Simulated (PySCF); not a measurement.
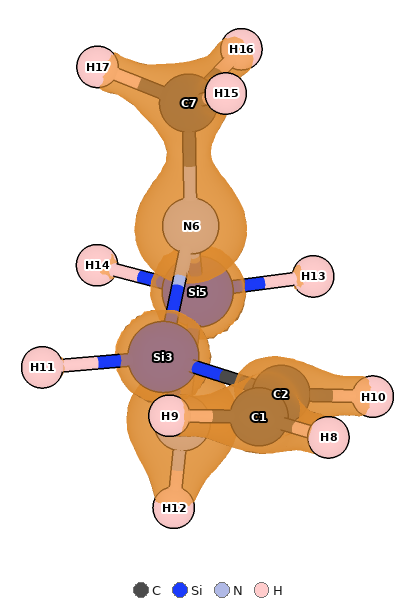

*C$_{3}$H$_{10}$N$_{2}$Si$_{2}$. Isosurface of the electron density at 1.5 e/Å³ (orange), seen at an oblique angle.*

Geometry: GFN2-xTB.

The calculation used PBE0/pcSseg-1, SCF density, gas phase, non-relativistic in PySCF 2.14.0.

```xyz
17

C     3.0417   -0.2492    0.8169
C     1.9553   -0.3427    0.0685
Si    0.2317   -0.6516    0.7445
N    -0.7451   -1.7557   -0.1866
Si   -2.0011   -0.6292   -0.6000
N    -0.9647    0.5072    0.2158
C    -1.1453    1.8931    0.5350
H     4.0238   -0.0624    0.4076
H     2.9974   -0.3591    1.8887
H     2.0535   -0.2263   -1.0044
H     0.2291   -0.9194    2.1855
H    -0.6825   -2.7472   -0.3159
H    -2.1426   -0.3631   -2.0297
H    -3.2799   -0.8907    0.0583
H    -0.1776    2.3946    0.6029
H    -1.7371    2.3831   -0.2401
H    -1.6633    2.0304    1.4926
```

Question: What does this surface tell about the bonding?

Answer: At this value the surface falls into eight separate pieces. It bridges the sampled C–C (1.32 Å) and C–N (1.43 Å) contacts, where the density stays above the isovalue. It is pinched off along the sampled Si–N (1.74 Å) and C–Si (1.88 Å) contacts. On the grid the lowest density along these lines, outside the cores, is 2.3 e/Å³ (C–C, 1.32 Å), 1.9 e/Å³ (C–N, 1.43 Å), 0.86 e/Å³ (Si–N, 1.74 Å) and 0.81 e/Å³ (C–Si, 1.88 Å).
